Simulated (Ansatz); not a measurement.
Electronic density of states of amorphous Si24O51Al2, density 2.16 g/cm³, on a 2×2×2 Γ-centred mesh with a Gaussian width of 0.1 eV; energies count from the Fermi level, whose place inside the gap is arbitrary. Cell and mesh are small, so fine structure isn't converged. Level of theory: PBE, scalar-relativistic without spin-orbit coupling (plane waves to 420 eV, PAW; Ansatz, a quantum-chemistry and plane-wave program). Sampling: a 2×2×2 Γ-centred mesh; Fermi-Dirac width 0.02 eV; no spin polarisation. At PBE the levels at the filled edge of the gap are localised (band-tail or defect states), and the nearest spread-out levels lie 5.0 eV apart at the zone centre.

It comes from a melt-quench run on a machine-learned potential (CHGNet), relaxed afterwards by DFT. O atoms were pushed apart under 1.9 Å during the dynamics, to hinder bonds among them. The hot cell started wider than the set density and was brought back towards it in steps. It is the lowest in DFT energy of 2 quenches. It is a model cell: composition and starting density were chosen by hand, and all elements were melted together. No dispersion term was used. Its density started from a set value of 2.24 and ended at 2.16 g/cm³. The simulated quench (nominally 320 K/ps over its main leg) is rapid and tends to freeze in more defects than a deposited or slowly cooled glass has. Values belong to this one cell and scatter from quench to quench. The volume was free in the relaxation, at fixed shape. Stress components on the final sampling reach 1.2 GPa.

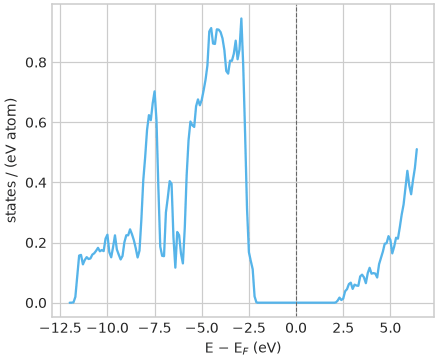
Fig. 1. Density of states per atom

The level gap on this mesh is 4.64 eV; the broadening fills part of it in the curve.
